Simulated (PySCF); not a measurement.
Coordinates of C₅H₁₀OSi, SMILES CC#CC[SiH2]OC (Å):

```xyz
17

C     -4.0231     0.0134    -0.2458
C     -2.6172    -0.3064    -0.3932
C     -1.4570    -0.5777    -0.5229
C     -0.0567    -0.8925    -0.6635
Si     1.0184     0.2995     0.3514
O      2.5122    -0.2512     0.0289
C      3.7225     0.2441     0.5089
H     -4.1444     0.8681     0.4201
H     -4.5601    -0.8380     0.1732
H     -4.4556     0.2585    -1.2160
H      0.1096    -1.9213    -0.3363
H      0.2152    -0.8405    -1.7203
H      0.7206     0.2268     1.7874
H      0.8586     1.6930    -0.0821
H      4.5276    -0.3623     0.0926
H      3.8630     1.2850     0.2083
H      3.7592     0.1917     1.5994
```

GIAO shifts, PBE0/pcSseg-1, PySCF 2.14.0, at a GFN2-xTB geometry (no frequency check), against TMS for ²⁹Si computed at the same level. Gas phase, fully decoupled, line heights follow the number of nuclei, widths are arbitrary (no quadrupolar broadening); values of one conformer, averaged over methyl-type rotors and exact or near symmetry; other conformers aren't averaged in.

### Which ²⁹Si signals does it give?

1 signal.


```
δ (ppm)  nuclei  atoms
  −19.7       1    Si5
```

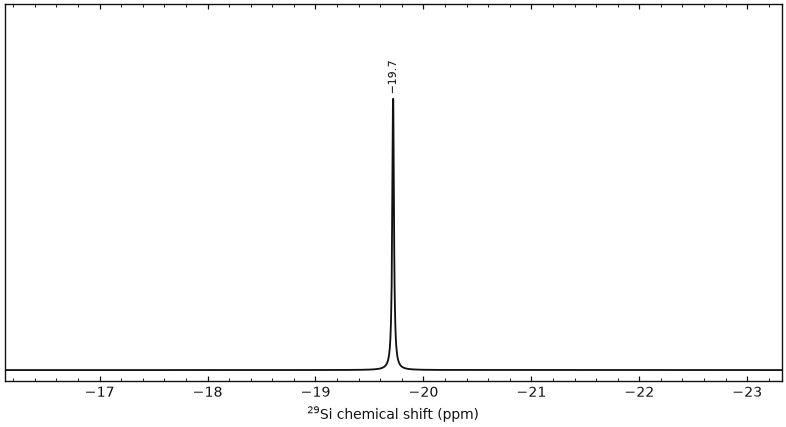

Caveats: the tight-binding geometry is rougher than a DFT one and adds to the error.
